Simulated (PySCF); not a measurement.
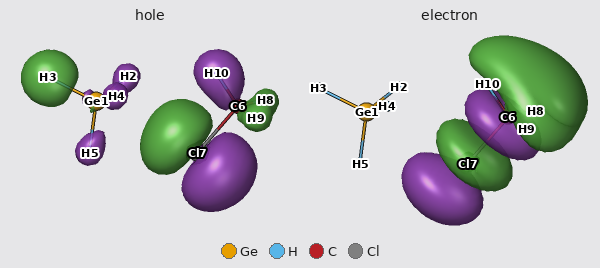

Figure. CH7ClGe, SMILES `[GeH4].CCl`. Leading natural transition orbital pair of S₁ (TDA singlet states); the surfaces enclose about 85 % of each orbital's density.

Computed with PySCF, B3LYP/def2-SVP, geometry: GFN2-xTB. The pair's geometry is semi-empirical, so its contact may be too short or too long. GFN2-xTB bond lengths at metals and heavier atoms can be off by up to 0.1 Å and shapes distorted, which carries into these values. Without diffuse functions Rydberg states are missing, so the states' numbers hold for this basis only.

Cartesian coordinates (Å):

```
Ge1     -1.3897    0.0652   -0.0000
H2      -0.8042    0.5926   -1.2582
H3      -2.8399    0.4117    0.0019
H4      -0.7703    0.7292    1.1753
H5      -1.2640   -1.4072    0.0822
C6       2.4431    0.9015    0.0002
Cl7      1.6292   -0.6730   -0.0002
H8       3.0452    0.9786   -0.8994
H9       3.0687    0.9655    0.8846
H10      1.6790    1.6739    0.0159
```

**Where does the state lie, and where do hole and electron sit?**

7.64 eV (162 nm), f = 0.002; the leading pair carries 100 %; hole on Cl7 (71 %), Ge1 (7 %) and C6 (6 %), electron on Cl7 (40 %), C6 (33 %) and H8 and H9 (8 % each); their centroids lie 1.2 Å apart. In canonical orbitals it is mainly HOMO → LUMO (95 %). The HOMO–LUMO gap is 8.82 eV.
